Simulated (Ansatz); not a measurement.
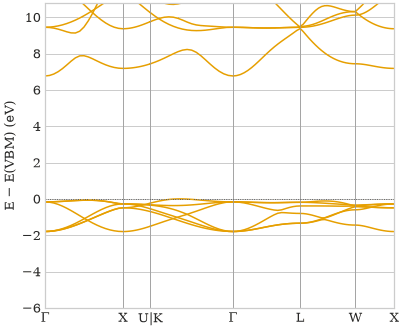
Figure: Band structure from LDA in the plane-wave PAW code Ansatz

Problem. Read off the gap and where the band edges lie.

Solution. About 6.8 eV (6.76 eV by a search for the band edges); maximum on the K–Γ line, 36 % of the way from K, minimum at Γ.

The material is BaF₂ (fluorite, space group No. 225).

Space group Fm-3m (fluorite). The LDA relaxation kept the symmetry of its start. Scalar-relativistic: spin–orbit coupling is off unless named, which matters more the heavier the elements.

Potentials: the later of the program's two PAW sets.
